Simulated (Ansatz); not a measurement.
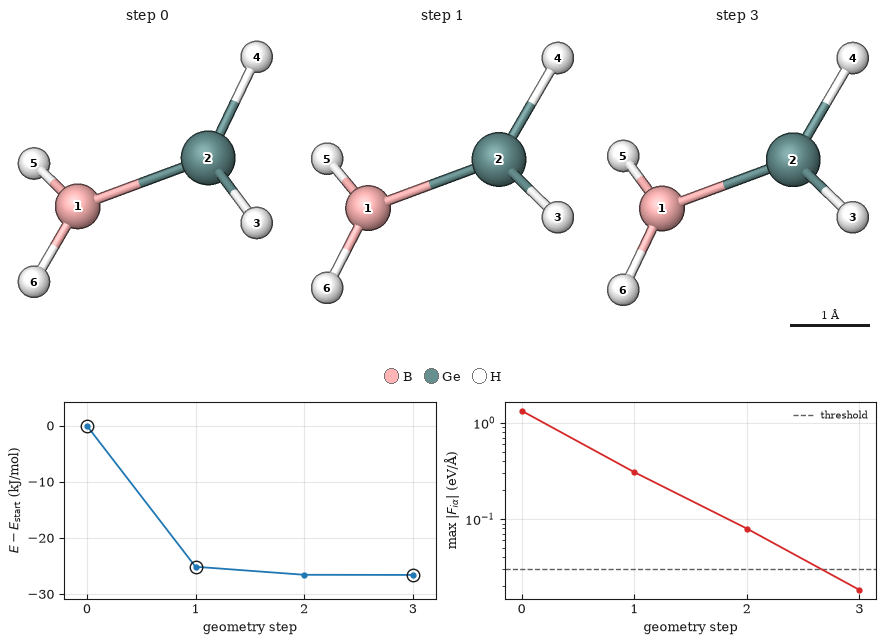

Frames of a relaxation of BGeH4 (multiplicity 2), marked on the history of the run. Style: ball-and-stick. Shown from a free direction.

It is one of the separated reactants of a reaction.

Method: Ansatz 0.2.0, UKS PBE-D4/def2-SVP. Set-up: force threshold 0.03 eV/Å; at most 250 steps.

Describe the path.

The largest moves after the best rigid fit, 0.12 Å, are those of H5 and H6. Largest moves by element: H 0.12 Å, B 0.09 Å, Ge 0.07 Å. Some distances before and after: B1–H5 1.150 → 1.214 Å, Ge2–H3 1.510 → 1.552 Å, B1–Ge2 1.973 → 1.986 Å. Among the angles between lasting bonds that change: H3–Ge2–H4 121.9° → 109.2°, H5–B1–H6 109.7° → 122.4°, B1–Ge2–H3 119.1° → 125.4°. Over 3 geometry steps the energy falls by 26.6 kJ/mol. Largest force component: 1.3 eV/Å at the start, 0.018 eV/Å at the end. From step 0 to 1: H atoms move most (0.11 Å), energy −25.1 kJ/mol. From step 1 to 3: H atoms move most (0.04 Å), energy −1.46 kJ/mol.

| step | E − E(0), kJ/mol | largest force component, eV/Å |
| --- | --- | --- |
| 0 | 0.00 | 1.3399 |
| 1 | -25.13 | 0.3084 |
| 2 | -26.56 | 0.0799 |
| 3 | -26.59 | 0.0184 |
